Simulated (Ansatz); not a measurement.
# ClGe···Cl (quintet): what the fields show

Input file:

```
crystal:
  periodic: [false, false, false]
  atoms:
    - {symbol: Ge, position_ang: [-0.148327, -0.020255, -0.065632]}
    - {symbol: Cl, position_ang: [-2.198458, -0.315920, -0.947164]}
    - {symbol: Cl, position_ang: [2.346785, 0.336175, 1.012806]}
basis:
  gaussian: {orbitals: def2-TZVP, initial_orbitals: start.molden}
magnetization: {spin_polarized: true, initial_magnetization: 4}
hamiltonian: {xc: pbe0, dispersion: d4}
output: {orbitals: {seedname: orbitals}}
```

Launched as:

```sh
ansatz run in.yaml --threads 4 --pin off --events-out ev --progress --plain --max-ram 3916MiB
```

Geometry: B3LYP-D4/def2-TZVP.

Level of theory: Ansatz, UKS PBE0-D4/def2-TZVP.

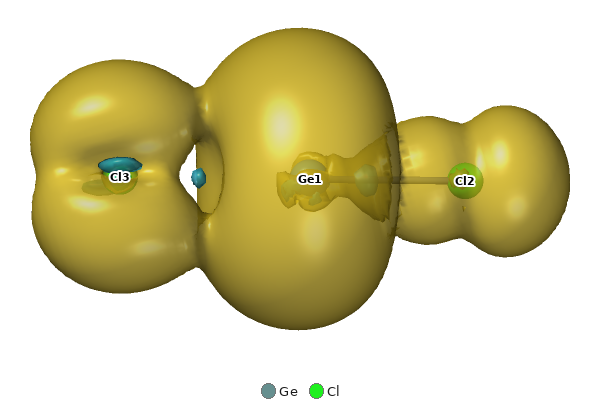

Figure 1. Isosurfaces of the spin density (α minus β) at +0.015 (yellow) and −0.015 e/Å³ (cyan), seen from one side.

> Where is the unpaired spin?

The unpaired spin (4 electrons) lies mostly on Ge1 (about 2.3), Cl3 (about 1.2) and Cl2 (about 0.5), in electrons by Hirshfeld's partition.

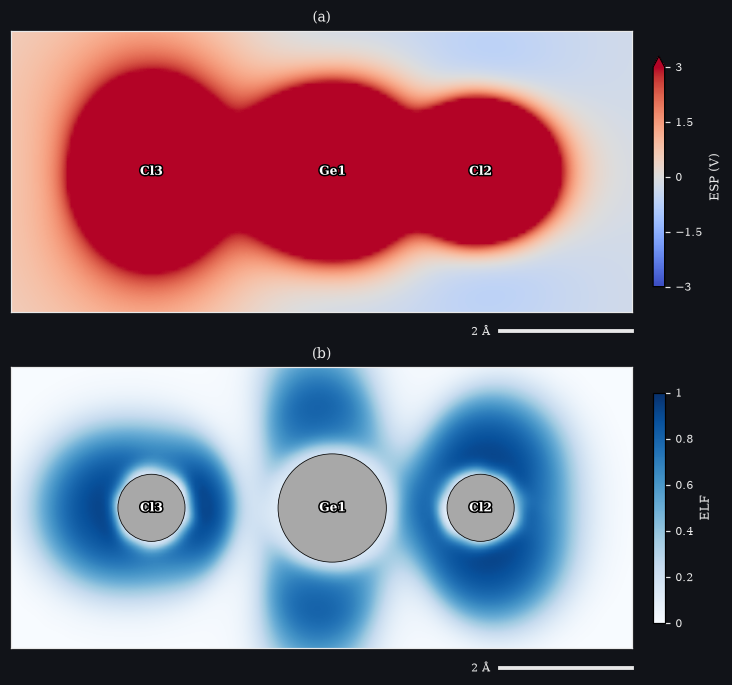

Figure 2. (a) molecular electrostatic potential; (b) ELF on a plane that holds the molecular axis. Grey discs cover the atomic cores in the ELF map.

> Read the bonding off the picture.

- The section cuts through Ge and Cl sites.
- Ge1···Cl3 (2.74 Å): the ELF peaks at about 0.90 in the valence shell of Cl, 0.9 Å from its nucleus, and is about 0.30 at the midpoint.
- Ge–Cl (2.25 Å): the ELF peaks at about 0.75 in the valence shell of Cl, 0.9 Å from its nucleus, and is about 0.60 at the midpoint.
- The ELF also peaks beside Cl2, away from the bonds: non-bonding electrons, paired or unpaired.
- Outside the dense part of the complex the potential is most negative (−0.6 V) near Cl2.

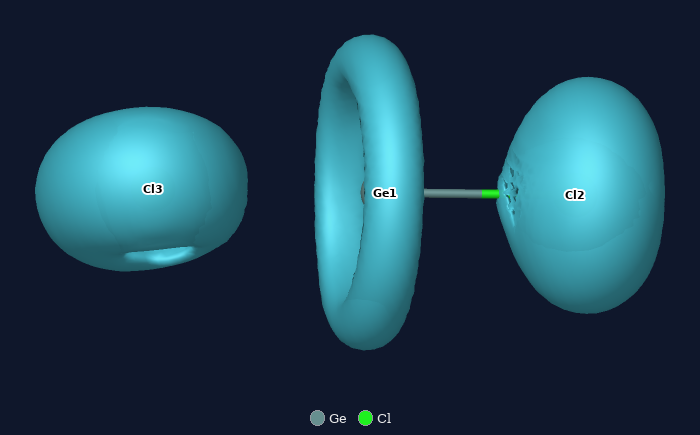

Figure 3. Isosurface of the ELF at 0.75 (cyan), seen from one side. Core shells and regions of very low density are left out.

> Where are the electrons localised?

At this value the surface marks out two regions wrapped around Cl (the valence shell of each) and one region wrapped around Ge (its valence shell).

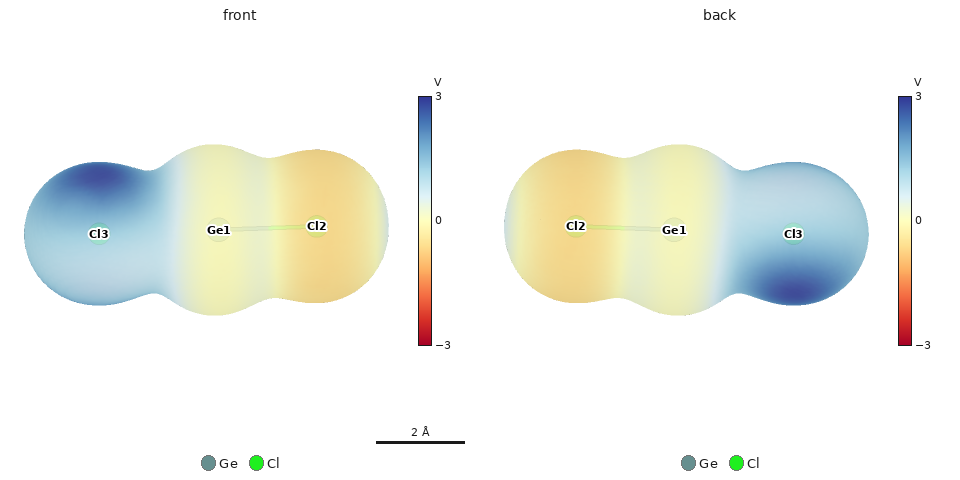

Figure 4. The molecular electrostatic potential painted on the density surface at 0.004 e/bohr³, seen from the front and from behind; red is negative and blue positive.

> Which sites attract a positive test charge, and which a negative one?

A positive charge is drawn to the negative regions and a negative charge to the positive ones. The most negative region (about −0.6 V) lies over Cl2, the most positive (about +2.8 V) over Cl3. Cl2 shows a σ-hole: about +0.6 V at the tip opposite its bond, against about −0.6 V on its flanks.
